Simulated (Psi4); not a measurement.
# C2H2FSi− (SMILES C#C[SiH-]F): BLYP/6-311+G(d,p)

What is the energy change on altering one bond length of C2H2FSi− at BLYP/6-311+G**? Input form: a Python script.

The calculation is run with Psi4 1.11.

2 further runs of the same task are left out: 2 set aside as unsound or not needed.

## Step 1: The system as given

C2H2FSi−: 6 atoms, total charge -1, spin state singlet. SMILES: `C#C[SiH-]F`. The coordinates come from a GFN2-xTB relaxation.

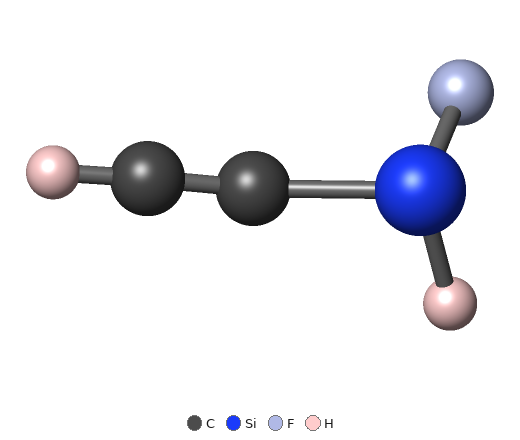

Viewed from a chosen angle; carbon dark grey, silicon blue, fluorine light blue, hydrogen pink.

## Step 2: Energy and gradient at BLYP/6-311+G(d,p)

calc.py

```python
import psi4

psi4.set_memory(1600000000)
psi4.set_num_threads(1)
psi4.core.set_output_file('psi4.out', False)

mol = psi4.geometry("""
-1 1
C      1.111270    -0.445760    -1.230420
C      0.327710    -0.094560    -0.377550
Si    -0.326790     0.561260     1.245330
F     -1.396830    -0.723260     1.675750
H      1.713780    -0.774250    -2.040660
H     -1.429140     1.476570     0.727570
units angstrom
symmetry c1
""")

psi4.set_options(dict(puream=True, e_convergence=1e-09, d_convergence=1e-08, scf_type='pk', dft_radial_points=99, dft_spherical_points=590))

e, wfn = psi4.gradient('blyp/6-311+G**', return_wfn=True)
print('gradient / Eh bohr^-1')
print(e.np.round(6))
print(f'energy = {wfn.energy():.10f} Eh')
```

Command:

```sh
$ python calc.py
```

psi4.out (excerpt; [...] marks lines left out):

```text
[...]
  Running in c1 symmetry.
[...]
  Nuclear repulsion =  126.809780261077904
[...]
  Multiplicity = 1
[...]
  Nalpha       = 19
  Nbeta        = 19
[...]
    Number of basis functions: 108
[...]
   @RKS iter   1:  -466.09818346089338   -1.41753e-01   1.04975e-02 ADIIS/DIIS
[...]
   @RKS iter  14:  -466.78420942205537   -7.50333e-12   4.38044e-09 DIIS
[...]
    Orbital Energies [Eh]
    ---------------------
    Doubly Occupied:
       1A    -65.248982     2A    -24.036790     3A     -9.723677
       4A     -9.716406     5A     -4.848171     6A     -3.269002
       7A     -3.265747     8A     -3.262219     9A     -0.833898
      10A     -0.495619    11A     -0.329223    12A     -0.271928
      13A     -0.181939    14A     -0.157777    15A     -0.139104
      16A     -0.097249    17A     -0.080196    18A     -0.077521
      19A      0.027839
[...]
  @RKS Final Energy:  -466.78420942205537
   => Energetics <=
    Nuclear Repulsion Energy =            126.8097802610779041
    One-Electron Energy =                -904.2860853901476048
    Two-Electron Energy =                 353.8089187171379990
    DFT Exchange-Correlation Energy =     -43.1168230101236389
    Empirical Dispersion Energy =           0.0000000000000000
    VV10 Nonlocal Energy =                  0.0000000000000000
    Total Energy =                       -466.7842094220553690
[...]
 Multipole Moments:
 ------------------------------------------------------------------------------------
     Multipole            Electronic (a.u.)      Nuclear  (a.u.)        Total (a.u.)
 ------------------------------------------------------------------------------------
 L = 1.  Multiply by 2.5417464519 to convert [e a0] to [Debye]
 Dipole X            :         -1.5796431            1.8141721            0.2345290
 Dipole Y            :         -1.7920347            1.4027537           -0.3892810
 Dipole Z            :          2.6024631           -3.3862545           -0.7837914
 Magnitude           :                                                    0.9060201
[...]
  -Total Gradient:
     Atom            X                  Y                   Z
    ------   -----------------  -----------------  -----------------
       1       -0.022056192072     0.012932528817     0.031285682365
       2        0.019216876385    -0.012142616811    -0.020909793931
       3       -0.001739727294    -0.004916709630    -0.016396046540
       4        0.004748786679     0.008543938153    -0.004302036544
       5       -0.003469199795     0.001483176969     0.003397761628
       6        0.003242737924    -0.005931792096     0.006945214632
[...]
```

The script printed:

```text
Memory set to   1.490 GiB by Python driver.
  Threads set to 1 by Python driver.
gradient / Eh bohr^-1
[[-0.022056  0.012933  0.031286]
 [ 0.019217 -0.012143 -0.02091 ]
 [-0.00174  -0.004917 -0.016396]
 [ 0.004749  0.008544 -0.004302]
 [-0.003469  0.001483  0.003398]
 [ 0.003243 -0.005932  0.006945]]
energy = -466.7842094221 Eh
```

Wall time 22 s (1 thread of Intel Xeon Platinum 8488C (Sapphire Rapids), shared host); peak memory 0.58 GiB.

## Step 3: The distorted shape: a single-point energy at BLYP/6-311+G(d,p)

c2h2fsi.xyz

```xyz
6
C2H2FSi
C      1.646287     0.196496    -1.445629
C      0.862727     0.547696    -0.592759
Si     0.208227     1.203516     1.030121
F     -1.396830    -0.723260     1.675750
H      2.248797    -0.131994    -2.255869
H     -0.894123     2.118826     0.512361
```

job.py

```python
import psi4

psi4.set_memory('1600 MB')
psi4.set_num_threads(1)
psi4.core.set_output_file('output.dat', False)

with open('c2h2fsi.xyz') as f:
    atoms = ''.join(f.readlines()[2:])
molecule = psi4.geometry('-1 1\n' + atoms + 'symmetry c1')

psi4.set_options({
    'basis': '6-311+G**',
    'puream': True,
    'e_convergence': 1e-09,
    'd_convergence': 1e-08,
    'scf_type': 'pk',
    'dft_radial_points': 99,
    'dft_spherical_points': 590,
})

result, w = psi4.energy('blyp', return_wfn=True)
psi4.oeprop(w, 'MULLIKEN_CHARGES', 'MAYER_INDICES', 'QUADRUPOLE', title='BLYP')
print(f'total energy {result:.8f} hartree = {result * 27.211386:.5f} eV')
```

Command:

```sh
$ python job.py
```

output.dat (excerpt; [...] marks lines left out):

```text
[...]
  Running in c1 symmetry.
[...]
  Nuclear repulsion =  110.287263010339345
[...]
  Multiplicity = 1
[...]
  Nalpha       = 19
  Nbeta        = 19
[...]
    Number of basis functions: 108
[...]
   @RKS iter   1:  -466.07495722405406   -3.69704e-01   1.06841e-02 ADIIS/DIIS
[...]
   @RKS iter  16:  -466.73344602972662   -1.98952e-12   8.12393e-09 DIIS
[...]
  @RKS Final Energy:  -466.73344602972662
   => Energetics <=
    Nuclear Repulsion Energy =            110.2872630103393448
    One-Electron Energy =                -871.2967209895932683
    Two-Electron Energy =                 337.2891788639959714
    DFT Exchange-Correlation Energy =     -43.0131669144686342
    Empirical Dispersion Energy =           0.0000000000000000
    VV10 Nonlocal Energy =                  0.0000000000000000
    Total Energy =                       -466.7334460297266219
[...]
 Multipole Moments:
 ------------------------------------------------------------------------------------
     Multipole            Electronic (a.u.)      Nuclear  (a.u.)        Total (a.u.)
 ------------------------------------------------------------------------------------
 L = 1.  Multiply by 2.5417464519 to convert [e a0] to [Debye]
 Dipole X            :         -0.9973244            2.4516478            1.4543235
 Dipole Y            :         -1.3427041            2.1680054            0.8253012
 Dipole Z            :          2.2628820           -3.6426772           -1.3797952
 Magnitude           :                                                    2.1679515
 L = 2.  Multiply by 1.3450342976 to convert [e a0^2] to [Debye ang]
 Quadrupole XX       :       -188.3306416          155.5709142          -32.7597274
 Quadrupole XY       :        -47.8863963           43.4288559           -4.4575404
[...]
  Mulliken Charges: (a.u.)
   Center  Symbol    Alpha    Beta     Spin     Total
       1     C     3.11838  3.11838  0.00000 -0.23675
       2     C     3.14011  3.14011  0.00000 -0.28022
       3    SI     6.83849  6.83849  0.00000  0.32302
       4     F     4.84681  4.84681  0.00000 -0.69362
       5     H     0.44977  0.44977  0.00000  0.10046
       6     H     0.60644  0.60644  0.00000 -0.21289
   Total alpha = 19.00000, Total beta = 19.00000, Total charge = -1.00000
  Mayer Bond Indices:
[...]
```

On the terminal:

```text
Memory set to   1.490 GiB by Python driver.
  Threads set to 1 by Python driver.
total energy -466.73344603 hartree = -12700.46396 eV
```

Wall time 18 s (1 thread of Intel Xeon Platinum 8488C (Sapphire Rapids), shared host); peak memory 0.58 GiB.

## Step 4: Summary of results

Level: BLYP/6-311+G**.

| quantity | value |
| --- | --- |
| first shape: total energy | -466.78421 Eh |
| first shape: HOMO energy | 0.76 eV |
| first shape: LUMO energy | 3.10 eV |
| first shape: HOMO–LUMO gap (to an unbound level, set by the basis) | 2.34 eV |
| first shape: largest force on an atom | 2.078 eV/Å |
| distorted shape: total energy | -466.73345 Eh |
| distorted shape: HOMO energy | -0.39 eV |
| distorted shape: LUMO energy | 1.79 eV |
| distorted shape: HOMO–LUMO gap (to an unbound level, set by the basis) | 2.18 eV |
| energy change with the Si3–F4 bond stretched from 1.726 to 2.590 Å | 1.381 eV |

**Reading.** With the Si3–F4 bond stretched from 1.726 to 2.590 Å the energy rises by 1.38 eV (133 kJ/mol). The first shape isn't relaxed at this level, so the change isn't measured from a minimum. The largest force (first shape) is 2.08 eV/Å: the shape isn't a stationary point for this species at this level. The HOMO (first shape) lies at positive energy, 0.76 eV, as semi-local functionals often give for anions; only total energies tell whether the electron is bound.
